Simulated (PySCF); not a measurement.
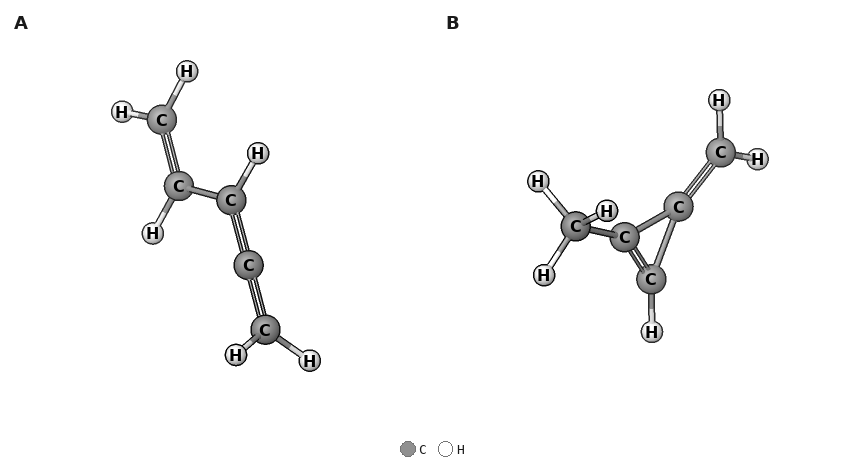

2 stationary structures of one formula. Geometries: PBE0-D3(BJ)/def2-SVP. Electronic energies: PBE0-D3(BJ)/def2-SVP (PySCF 2.14.0), without zero-point energy. No frequency run is at hand to confirm each as a minimum. Each is one conformer, not always the lowest.

Rank them by energy, lowest first.

Answer. A is lowest; B lies 13.4 kcal/mol above it. A is `C=C=CC=C`, B is `C=C1C=C1C`.
